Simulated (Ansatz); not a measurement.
```xyz
10

N    -0.9297    1.4675   -0.4324
Si    0.1748    0.2235   -0.7563
F    -0.2994   -0.4495   -2.1224
Si    0.2806   -1.3094    1.0009
Cl    2.0963    0.8712   -1.1460
H    -1.2270    2.0944   -1.1646
H    -0.9367    1.9201    0.4673
H     0.5631   -0.5595    2.2549
H     1.3739   -2.2830    0.7550
H    -1.0127   -2.0267    1.1465
```

Geometry: PBE0-D4/def2-TZVP.

The calculation used RKS PBE0-D4/def2-TZVPP in Ansatz.

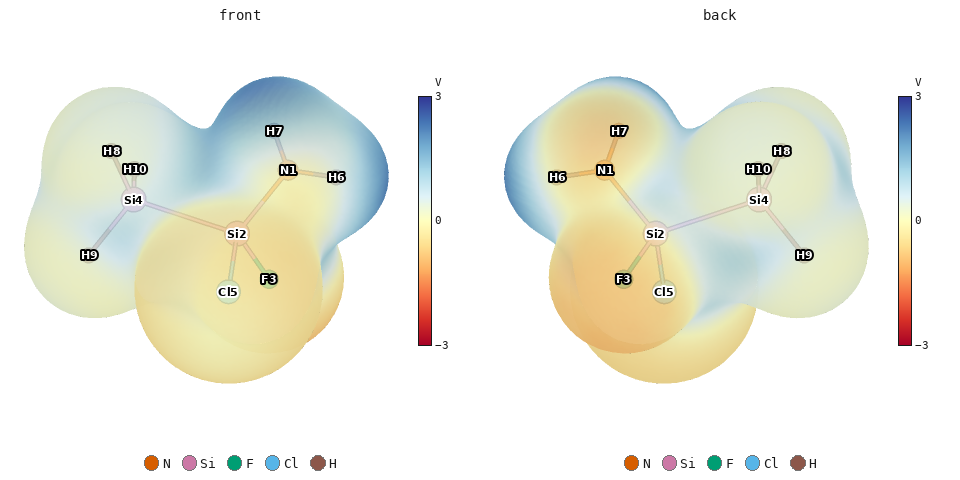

ClFH5NSi2 (SMILES N[Si](F)([SiH3])Cl). The molecular electrostatic potential painted on the density surface at 0.002 e/bohr³, seen from the front and from behind; the colour scale runs from red (negative) to blue (positive).

**Where is the surface potential most negative and most positive?**

The most negative region (about −0.9 V, or −21 kcal/mol for a unit charge) lies over F3, the most positive (about +2.2 V, or +51 kcal/mol for a unit charge) over H6 and H7.
